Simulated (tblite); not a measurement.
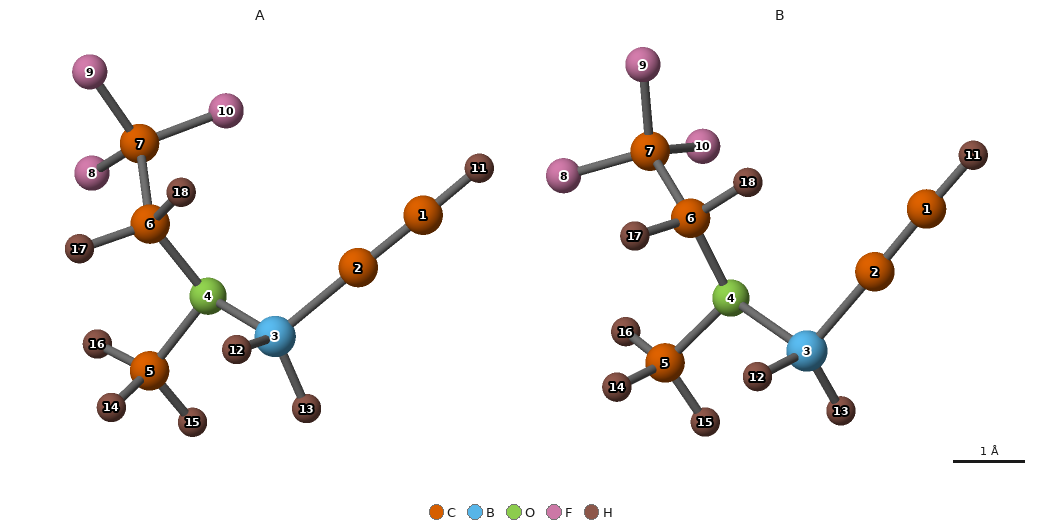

Two geometries of C$_{5}$H$_{8}$BF$_{3}$O, drawn at one scale. One is the start of a relaxation, the other its converged end. A ball-and-stick model, seen at a tilt.

All numbers below come from GFN2-xTB geometry optimisation, gas phase in tblite. 

Q: Which of the two is the end point?

A: Structure B is the relaxed one. The largest move after the best rigid fit is that of F10, 1.14 Å. By element the largest moves are F 1.14 Å, H 0.80 Å, C 0.47 Å, B 0.27 Å, O 0.06 Å. Near-neighbour distances that change, for instance: B3–O4 1.522 → 1.732 Å, C7–F9 1.381 → 1.338 Å, C7–F10 1.373 → 1.333 Å, O4–C6 1.439 → 1.405 Å. Bond angles that change, for instance: O4–B3–H13 110.8° → 102.3°, H12–B3–H13 108.2° → 115.8°, O4–B3–H12 111.2° → 104.0°. Groups turn about O4–C6 by about 25°. The energy falls by 13.2 kcal/mol in 140 geometry steps.
